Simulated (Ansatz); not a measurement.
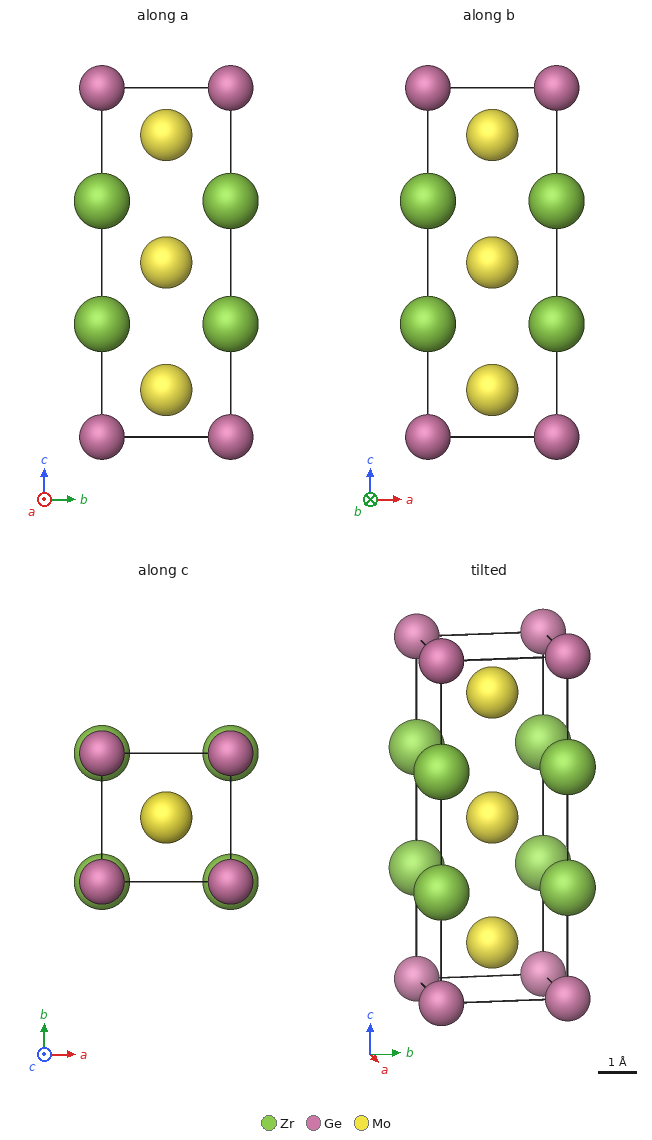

A spheres-only rendering, viewed along the a axis, along the b axis, along the c axis and slightly off an axis. Lines trace the edges of the conventional unit cell.

Lattice parameters: a = 3.398 Å, b = 3.398 Å, c = 9.220 Å, α = 90.00°, β = 90.00°, γ = 90.00°.

Turn the picture into a table of Wyckoff sites, with free fractional coordinates to two decimals.

Answer. Space group P4/mmm (No. 123).
```tsv
atom	site	x	y	z
Zr	2g	0.00	0.00	0.32
Ge	1a	0.00	0.00	0.00
Mo	2h	0.50	0.50	0.87
Mo	1d	0.50	0.50	0.50
```

Its origin is a structure type filled with these elements by a generator (whether the compound takes this form wasn't checked). A relaxation with DFT PBE, scalar-relativistic, plane waves, PAW in Ansatz 0.2.0 gave the geometry drawn.
